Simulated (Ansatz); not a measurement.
CH$_{6}$OSn

```yaml
atoms:
  - { symbol: Sn, position_ang: [-0.0824, -0.0576, -0.0055] }
  - { symbol: C, position_ang: [0.0059, -0.0257, 2.1614] }
  - { symbol: H, position_ang: [-1.0227, -0.0347, 2.5733] }
  - { symbol: H, position_ang: [0.5533, -0.9121, 2.5366] }
  - { symbol: H, position_ang: [0.5248, 0.8938, 2.4940] }
  - { symbol: O, position_ang: [1.7821, 0.0935, -0.7712] }
  - { symbol: H, position_ang: [2.2740, -0.7346, -0.6150] }
  - { symbol: H, position_ang: [-0.8427, 1.3488, -0.6565] }
  - { symbol: H, position_ang: [-0.8184, -1.5235, -0.5865] }
```

Core potentials replace the inner electrons of Sn.

Level of theory: Ansatz, RKS PBE-D4/def2-SVP.

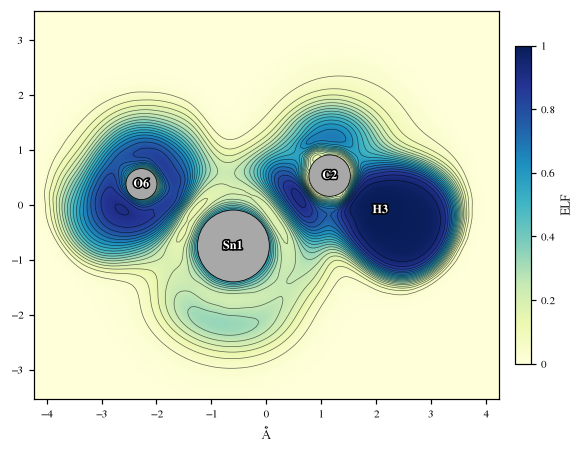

Figure 1. ELF on the plane of atoms Sn1, C2 and H3. Grey discs cover the atomic cores.

Q: Read the bonding off the picture.

A: The section cuts through Sn, C, H and O sites. Sn–O (2.02 Å): the ELF peaks at about 0.85 in the valence shell of O, 0.6 Å from its nucleus, and drops to about 0.15 between the two atoms. C–Sn (2.17 Å): the ELF peaks at about 0.90 in the valence shell of C, 0.7 Å from its nucleus, and drops to about 0.15 between the two atoms. C–H (1.11 Å): the ELF climbs to about 1 towards the hydrogen, as it does in any bond to H; a covalent bond by its length. The ELF also peaks beside O6, away from the bonds: lone-pair regions.

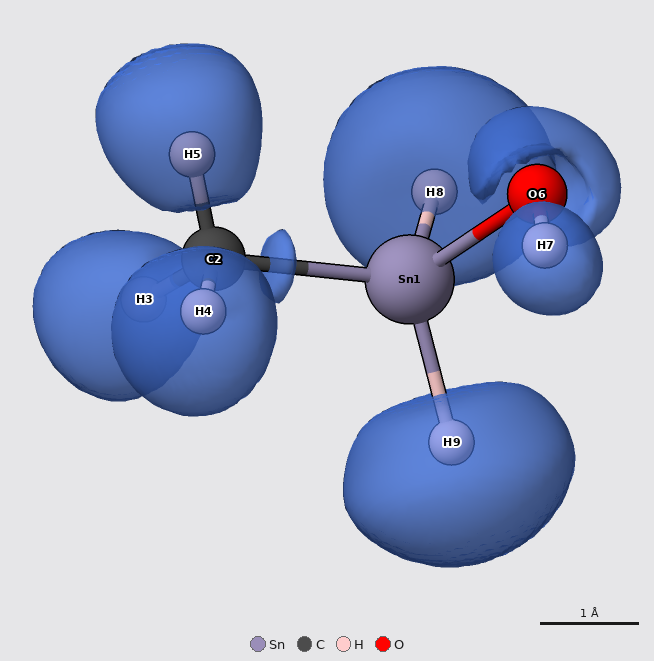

Figure 2. Isosurface of the ELF at 0.85 (blue), seen from one side. Only the valence region is drawn (cores and ρ < 0.01 e/Å³ removed).

Q: Describe the localisation domains.

A: The surface consists of six regions around hydrogen nuclei, one lobe of the valence shell of C pointing towards Sn (polar bonds) and one lobe on O, pointing away from the bonds (lone pairs, which may merge into one lobe).

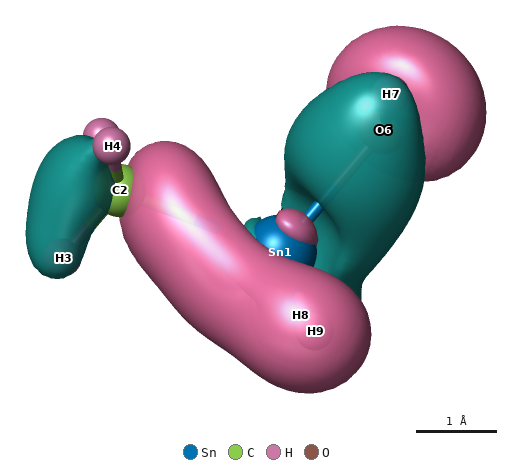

Figure 3. The HOMO−1 at ±0.1 Å⁻³ᐟ² (teal and pink are the two phases), seen at a tilt.

Q: What is the character of this orbital?

A: It lies mainly on O6 (about 55 %), Sn1 (about 15 %), C2 (about 10 %) and H9 (about 5 %). Its energy is −7.01 eV.

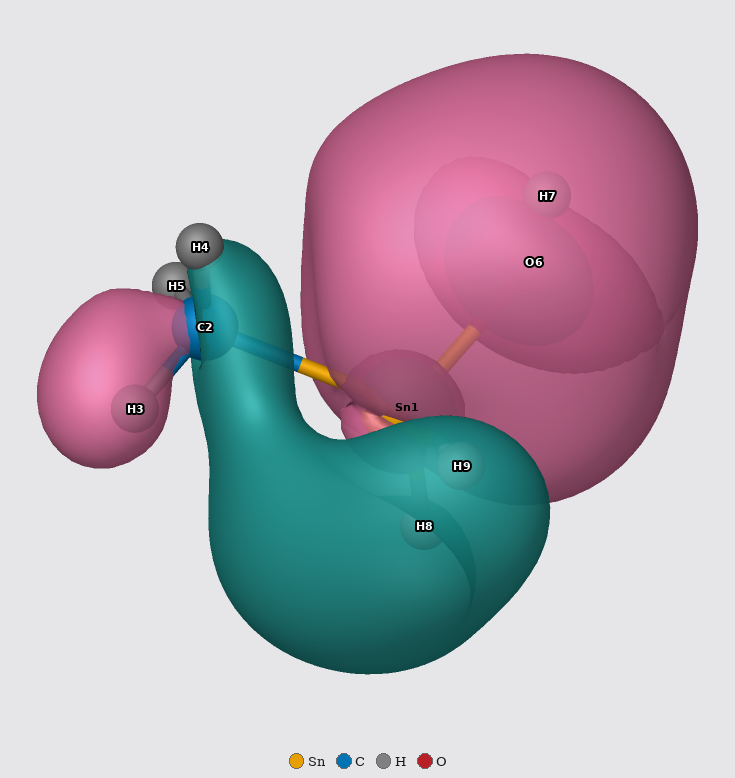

Figure 4. The LUMO at ±0.06 Å⁻³ᐟ² (teal and pink are the two phases), seen across its widest extent.

Q: Where does this orbital lie, and at what energy?

A: It lies mainly on Sn1 (about 45 %), O6 (about 25 %), H7 (about 10 %), H9 (about 5 %) and C2 (about 5 %). Its energy is −0.83 eV.
